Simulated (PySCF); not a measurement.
C5H6OSSi, SMILES O=C[SiH2]c1cccs1, singlet at its GFN2-xTB optimised geometry (Å):

```
14

O     -0.5195    -3.6619    -0.2606
C     -0.5529    -2.6609     0.4067
Si    -1.5977    -1.1099    -0.0285
C     -0.4022     0.3310     0.0000
C      0.9653     0.3310     0.0000
C      1.5352     1.6201     0.0000
C      0.5941     2.5997    -0.0027
S     -0.9996     1.9637    -0.0051
H      0.0404    -2.6237     1.3484
H     -2.2155    -1.2809    -1.3418
H     -2.5940    -0.9517     1.0367
H      1.5460    -0.5752    -0.0007
H      2.5940     1.8084     0.0019
H      0.7381     3.6619    -0.0022
```

Level of theory: PBE0/def2-TZVP run with PySCF.

Map of the log10 of the electron density (e/bohr³), floored at −4 on the plane z = 0.8 Å:

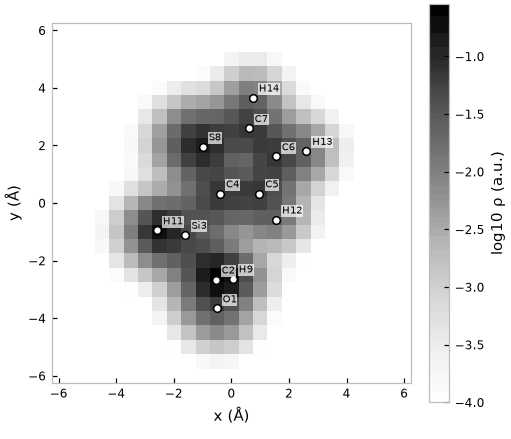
Figure. Log10 of the electron density (e/bohr³), floored at −4 on the plane z = 0.8 Å.
